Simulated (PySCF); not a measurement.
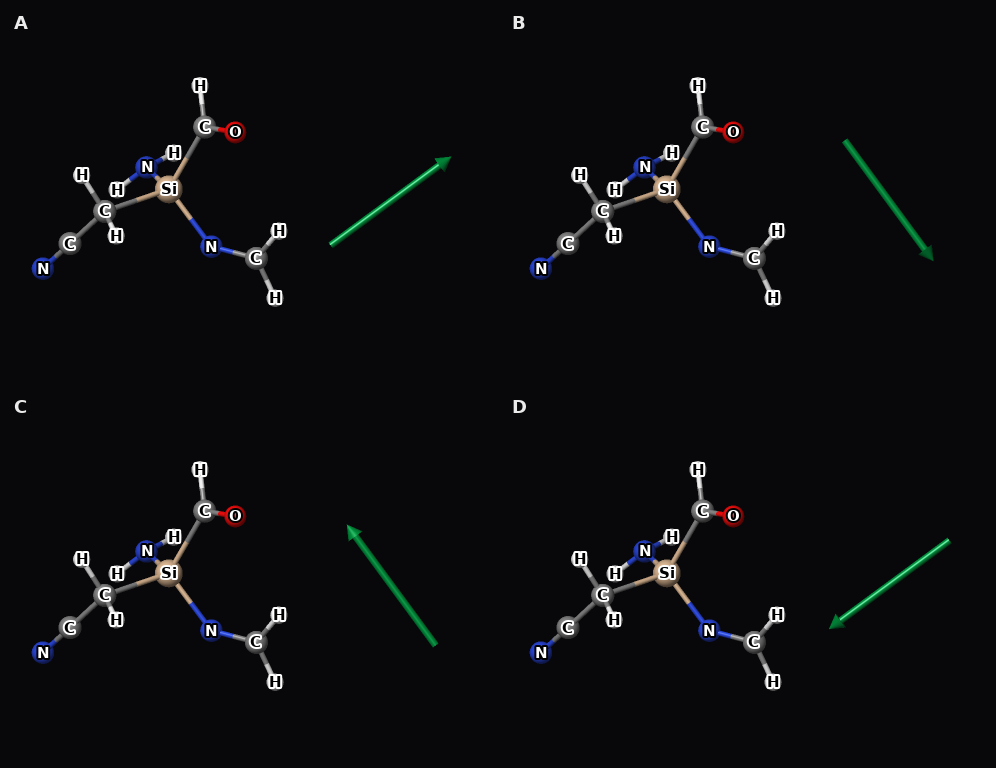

The same molecule four times, each with an arrow. Computed geometry: GFN2-xTB optimisation. No frequency run is at hand to confirm it as a minimum. Level of theory: PBE0/pcSseg-1, gas phase (PySCF 2.14.0).

> Which arrow points along the dipole moment, from the negative to the positive end?

A. The dipole moment is 3.09 D.

The geometry is semi-empirical. Around Si such bond lengths and angles can be off by a tenth of an ångström or more and by several degrees, and values that hang on the shape move with them.
